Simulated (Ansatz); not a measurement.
Base system: TaN in the rock salt structure (space group Fm-3m, No. 225; a = 4.396 Å).

Structures relaxed with r2SCAN (Ansatz, an electronic-structure program), scalar-relativistic without spin-orbit coupling, earlier PAW set.

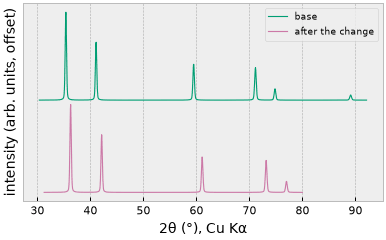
Fig. 1. Simulated powder patterns before (top) and after one change

Problem. Which change produced these results?
A. pressure −1 GPa
B. pressure 30 GPa
C. pressure −2 GPa
D. pressure 1.8 GPa

Solution. B, pressure 30 GPa. Its volume per atom is 9.87 Å³ against 10.62 Å³, and its space group is Fm-3m (No. 225).

Load acts through the strain it causes; cell and atoms are relaxed under it. No phonon test of stability was made. Competing high-pressure phases were not computed. The final runs are not spin-polarised. This is not the structure that TaN has at room temperature and ambient pressure.
